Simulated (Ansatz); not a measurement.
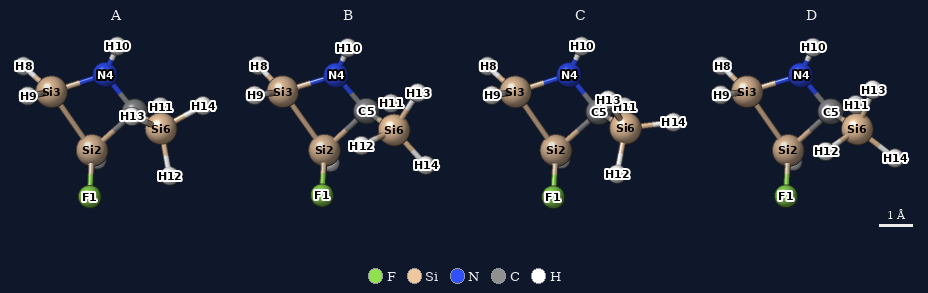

4 geometries from a converged minimum-energy path of CH₈FNSi₃, shuffled. A ball-and-stick model, seen at a tilt.

The calculation used RKS PBE0-D4/def2-SVP (Ansatz). Settings: 9 movable images; climbing image; force threshold 0.05 eV/Å; iteration limit 28; starting path through a guess of the saddle point.

**Which of them lies highest in energy?**

C. In order along the path, whose images run from 0 to 10: B (image 0, 0.000 eV), D (image 1, +0.014 eV), C (image 5, +0.141 eV), A (image 7, +0.091 eV). The motion is a rotation about the C–Si bond by about 120°. No bond forms or breaks between the ends. Bond angles that change up to the highest image, for instance: C–Si–H 110.0° → 112.7°, N–C–Si 112.7° → 115.2°.

The run took 11 min on 2 threads of Arm Neoverse N1 (shared host), peak memory 0.42 GiB.
